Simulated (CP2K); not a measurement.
**Si2H2Cl2OF (SMILES F[Si](Cl)(Cl)O[SiH2]): GFN1-xTB**

What is the vertical doublet–quartet gap of Si2H2Cl2OF at GFN1-xTB? 

The results are computed with CP2K 2026.2.

## Step 1: The molecule

The species is Si2H2Cl2OF (8 atoms), meant as a doublet with charge 0. As SMILES, `F[Si](Cl)(Cl)O[SiH2]`. Geometry: a rough force-field guess. This is one conformer, not always the lowest.

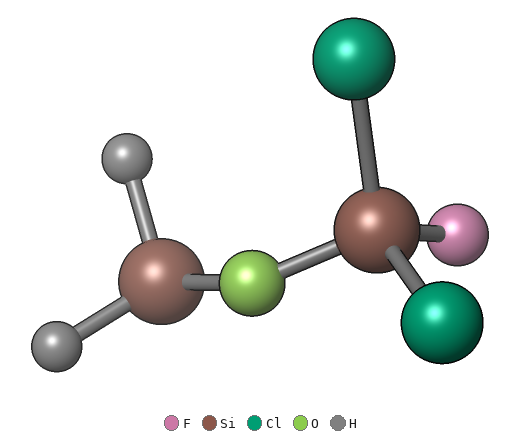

Viewed from a chosen angle; fluorine pink, silicon brown, chlorine teal, oxygen green, hydrogen grey.

## Step 2: A single-point energy at GFN1-xTB

Contents of gas.inp:

```
&GLOBAL
   PROJECT gas
   RUN_TYPE ENERGY
   PRINT_LEVEL MEDIUM
&END GLOBAL

&FORCE_EVAL
   METHOD Quickstep
   &DFT
      MULTIPLICITY 2
      SPIN_POLARIZED T
      &QS
         METHOD XTB
         EPS_DEFAULT 1.0E-10
         &XTB
            GFN_TYPE 1
            CHECK_ATOMIC_CHARGES F
         &END XTB
      &END QS
      &POISSON
         PERIODIC NONE
         POISSON_SOLVER ANALYTIC
      &END POISSON
      &SCF
         SCF_GUESS ATOMIC
         EPS_SCF 1.0E-07
         MAX_SCF 50
         &OT
            MINIMIZER DIIS
            PRECONDITIONER FULL_ALL
         &END OT
         &OUTER_SCF
            EPS_SCF 1.0E-07
            MAX_SCF 10
         &END OUTER_SCF
      &END SCF
      &PRINT
         &MOMENTS
            PERIODIC F
            REFERENCE COM
            MAX_MOMENT 1
         &END MOMENTS
         &MO_CUBES
            NLUMO 5
            NHOMO -1
            WRITE_CUBE F
         &END MO_CUBES
         &HIRSHFELD OFF
         &END HIRSHFELD
      &END PRINT
   &END DFT
   &SUBSYS
      &CELL
         ABC 10.9 11.2 13.1
         PERIODIC NONE
      &END CELL
      &COORD
         F     -0.780200     1.013800    -1.783300
         Si     0.001600    -0.199500    -1.266000
         Cl    -0.547200    -1.898600    -2.266200
         Cl     2.080700     0.083900    -1.529700
         O     -0.287000    -0.438500     0.318300
         Si    -0.487600     0.499500     1.694600
         H     -0.668000    -0.413800     2.858800
         H      0.779800     1.296000     1.917800
      &END COORD
      &TOPOLOGY
         &CENTER_COORDINATES
         &END CENTER_COORDINATES
      &END TOPOLOGY
   &END SUBSYS
&END FORCE_EVAL
```

On the command line:

```console
$ OMP_NUM_THREADS=1 cp2k.psmp -i gas.inp -o gas.out
```

The program printed:

```text
CP2K| version string:                                       CP2K version 2026.2
[...]
 GLOBAL| Method name                                                        CP2K
[...]
 GLOBAL| Run type                                                         ENERGY
[...]
                             - Atoms:                                          8
[...]
                             - Spherical basis functions:                     48
[...]
 Number of electrons:                                                         19
[...]
     1 OT DIIS     0.15E+00    0.1     0.05135623       -23.1993378680 -2.32E+01
[...]
    15 OT DIIS     0.15E+00    0.0     0.00000008       -23.3969625294 -8.12E-12
  *** SCF run converged in    15 steps ***
[...]
 TB_DIPOLE| Moment [Debye]         -0.60997520       0.43049089       0.85285805
 TB_DIPOLE| Derivative [a.u.]       0.00000000       0.00000000       0.00000000
[...]
 ENERGY| Total FORCE_EVAL ( QS ) energy [hartree]            -23.396962529397907
[...]
```

Wall time 1.9 s (1 thread of Intel Xeon Platinum 8259CL at 2.50GHz (Skylake/Cascade Lake), shared host); peak memory 0.19 GiB.

## Step 3: The quartet, same level

Contents of mol.inp:

```
&GLOBAL
  PROJECT mol
  RUN_TYPE ENERGY
  PRINT_LEVEL MEDIUM
&END GLOBAL
&FORCE_EVAL
  METHOD QUICKSTEP
  &DFT
    CHARGE 0
    MULTIPLICITY 4
    LSD T
    &QS
      METHOD XTB
      EPS_DEFAULT 1.0E-10
      &XTB
        GFN_TYPE 1
        CHECK_ATOMIC_CHARGES F
      &END XTB
    &END QS
    &POISSON
      PERIODIC NONE
      POISSON_SOLVER ANALYTIC
    &END POISSON
    &SCF
      SCF_GUESS ATOMIC
      EPS_SCF 1.0E-07
      MAX_SCF 50
      &OT ON
        MINIMIZER DIIS
        PRECONDITIONER FULL_SINGLE_INVERSE
      &END OT
      &OUTER_SCF
        EPS_SCF 1.0E-07
        MAX_SCF 10
      &END OUTER_SCF
    &END SCF
    &PRINT
      &MOMENTS
        PERIODIC F
        REFERENCE COM
        MAX_MOMENT 1
      &END MOMENTS
      &MO_CUBES
        NLUMO 3
        NHOMO -1
        WRITE_CUBE F
      &END MO_CUBES
      &HIRSHFELD OFF
      &END HIRSHFELD
    &END PRINT
  &END DFT
  &SUBSYS
    &CELL
      ABC [angstrom] 10.9 11.2 13.1
      PERIODIC NONE
    &END CELL
    &COORD
      F     -0.780200     1.013800    -1.783300
      Si     0.001600    -0.199500    -1.266000
      Cl    -0.547200    -1.898600    -2.266200
      Cl     2.080700     0.083900    -1.529700
      O     -0.287000    -0.438500     0.318300
      Si    -0.487600     0.499500     1.694600
      H     -0.668000    -0.413800     2.858800
      H      0.779800     1.296000     1.917800
    &END COORD
    &TOPOLOGY
      &CENTER_COORDINATES
      &END CENTER_COORDINATES
    &END TOPOLOGY
  &END SUBSYS
&END FORCE_EVAL
```

On the command line:

```console
$ OMP_NUM_THREADS=1 cp2k.psmp -i mol.inp > mol.out 2>&1
```

The program printed:

```text
CP2K| version string:                                       CP2K version 2026.2
[...]
 GLOBAL| Method name                                                        CP2K
[...]
 GLOBAL| Run type                                                         ENERGY
[...]
                             - Atoms:                                          8
[...]
                             - Spherical basis functions:                     48
[...]
 Number of electrons:                                                         20
[...]
     1 OT DIIS     0.80E-01    0.1     0.05007526       -22.9367710506 -2.29E+01
[...]
    21 OT DIIS     0.80E-01    0.0     0.00000010       -23.1208793046 -3.39E-12
  *** SCF run converged in    21 steps ***
[...]
 TB_DIPOLE| Moment [Debye]          0.55948500       0.07607700       0.77459761
 TB_DIPOLE| Derivative [a.u.]       0.00000000       0.00000000       0.00000000
[...]
 ENERGY| Total FORCE_EVAL ( QS ) energy [hartree]            -23.120879304567257
[...]
```

Run time: 3.3 s. Hardware: 1 thread of Intel Xeon Platinum 8259CL at 2.50GHz (Skylake/Cascade Lake), shared host; peak memory 0.2 GiB.

## Step 4: What came out

Level: GFN1-xTB.

```
                                          quantity          value
                             doublet: total energy   -23.39696 Eh
doublet: dipole moment (from atomic charges alone)         1.13 D
       doublet: HOMO energy (highest over α and β)       -8.61 eV
                        doublet: dispersion energy  -10.44 kJ/mol
                             quartet: total energy   -23.12088 Eh
quartet: dipole moment (from atomic charges alone)         0.96 D
       quartet: HOMO energy (highest over α and β)       -4.58 eV
                        quartet: dispersion energy  -10.44 kJ/mol
  vertical energy of the quartet above the doublet       7.513 eV
```

In words: The method runs without spin polarisation, so open shells lack the exchange term that lowers high spin: such gaps come out too high and can have the wrong sign. At this shape the quartet lies 7.51 eV (725 kJ/mol) above the doublet. The dipole (doublet) comes from point charges on the atoms alone, without atomic dipoles, so it is partial. The dipole (quartet) comes from point charges on the atoms alone, without atomic dipoles, so it is partial.
